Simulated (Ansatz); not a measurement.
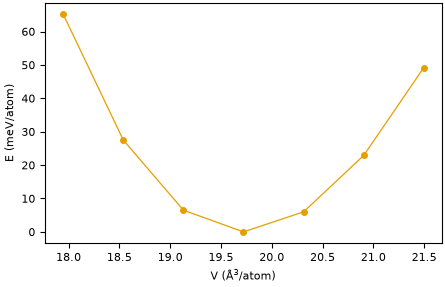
Figure: Zr$_{4}$Al$_{3}$ in space group P6/mmm (No. 191; Zr on 2e, Zr on 2d, Al on 3f) under volume change, DFT-r²SCAN in the program Ansatz with PAW potentials, shape and atoms relaxed at each volume.

**Question.** What does a third-order Birch–Murnaghan fit give for V₀, B₀ and B′?

**Answer.** V₀ = 19.72 Å³/atom, B₀ = 113 GPa, B′ = 3.7.

The first step of the workflow began from a Materials Project structure, measured or hypothetical; the Crystallography Open Database copy checked does not list it. Whether it is the stable phase at ambient conditions was not checked. Symmetry was held in the r²SCAN relaxation; whether a distortion lowers the energy is not shown. No spin polarisation was allowed.

Potentials: the later of the program's two PAW sets.
